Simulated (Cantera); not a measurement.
Input: 1 mol Si, 0.9 mol Cl₂, 5.7 mol H₂, equilibrated at 1100 K.

Cantera equilibrium calculation (NASA polynomials, part measured and part estimated; ideal gas, pure solids and liquids). Candidate condensed phases: Si; 19 gas species. The tables' values for SiCl₃ are old estimates; treat these amounts as uncertain. Equilibrium is a limit: real reactors are often held back by kinetics, nucleation or transport.

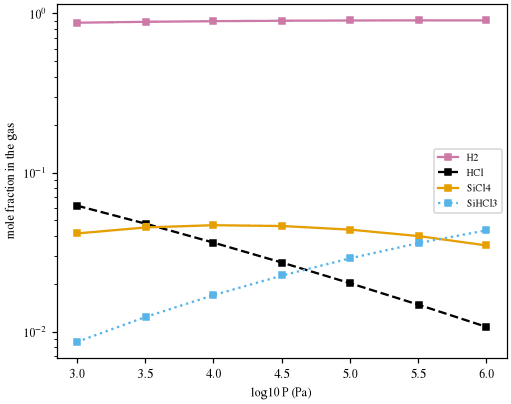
Equilibrium gas composition (values under 1e-9 drawn at 1e-9)

### Question
Read off the mole fractions at 0.320 bar.

### Answer
H₂ about 0.90, SiCl₄ about 0.046, HCl about 0.027, SiHCl₃ about 0.023.
